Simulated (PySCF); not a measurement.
System: C$_{4}$H$_{5}$FO$_{3}$Si.

Input

```
{"job": {"kind": "uv", "xc": "CAM-B3LYP", "basis": "def2-SVPD", "nstates": 8, "ntriplets": 3}, "charge": 0, "multiplicity": 1}
O      0.907024    -1.984120    -0.928424
C      1.639998    -1.051386    -0.625897
C      1.179602     0.120541     0.013383
C      0.122160     0.836633     0.416382
O     -1.133547     0.973876     0.547237
Si    -2.303386    -0.202139     0.084601
O     -1.623148    -1.594634    -0.257583
C      1.449603     1.473753     0.583739
F      1.795461     2.500427    -0.270108
H      2.715941    -1.090005    -0.850523
H     -3.058677    -0.302257     1.319104
H     -2.926752     0.467834    -1.046289
H     -0.694237    -1.792581    -0.549465
H      1.929281     1.643585     1.541678
```

Run with:

```sh
OMP_NUM_THREADS=1 python probes_run.py task.json out
```

Geometry: GFN2-xTB.

All numbers below come from CAM-B3LYP/def2-SVPD, SCF density, gas phase in PySCF 2.14.0.

> Predict the electron density and electron localisation function between the atoms.

C–O (1.22 Å): ρ is about 3.2 e/Å³ halfway; the ELF peaks at about 0.85 between the atoms; a short, multiple covalent bond.
C–C (1.34 Å): ρ is about 2.1 e/Å³ halfway; the ELF peaks at about 0.85 between the atoms: a multiple bond.
Si–O (1.59 Å): ρ at the midpoint is about 1.3 e/Å³; the ELF peaks at about 0.85 between the atoms, as expected for a short, strongly polar bond.
O–H (0.99 Å): ρ at the midpoint is about 3.5 e/Å³; the ELF climbs to about 1 towards the hydrogen, as it does in any bond to H (a covalent bond by its length).

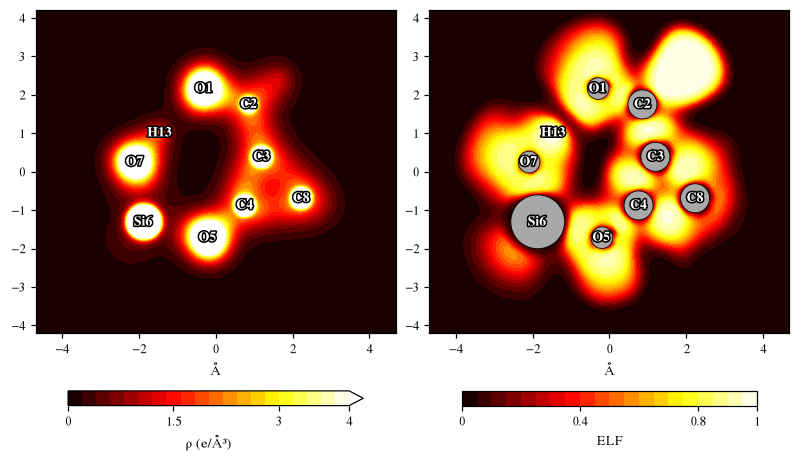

Computed electron density and electron localisation function on the plane of atoms O5, C4 and C8, in this order. Grey discs cover the atomic cores in the ELF map. 
